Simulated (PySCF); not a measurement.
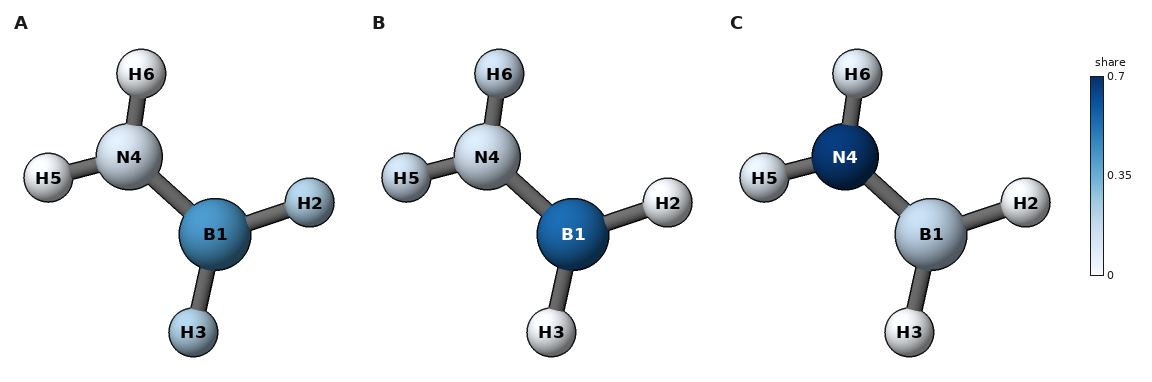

Each panel colours the atoms by their Löwdin share in one orbital (up to four of the largest shares; other atoms are shown as zero). The geometry was computed by an optimisation with PBE0-D3(BJ)/def2-SVP. No frequency run is at hand to confirm it as a minimum. Level of theory: CAM-B3LYP/def2-SVPD (PySCF 2.14.0).

> The panels show the HOMO−1, HOMO, LUMO, in some order. Which is which?

A: HOMO−1, −10.41 eV; B1 0.42, H3 0.22, H2 0.22, N4 0.10
B: LUMO, 1.12 eV; B1 0.54, H5 0.14, H6 0.14, N4 0.12
C: HOMO, −10.20 eV; N4 0.67, B1 0.18, H6 0.06, H5 0.06
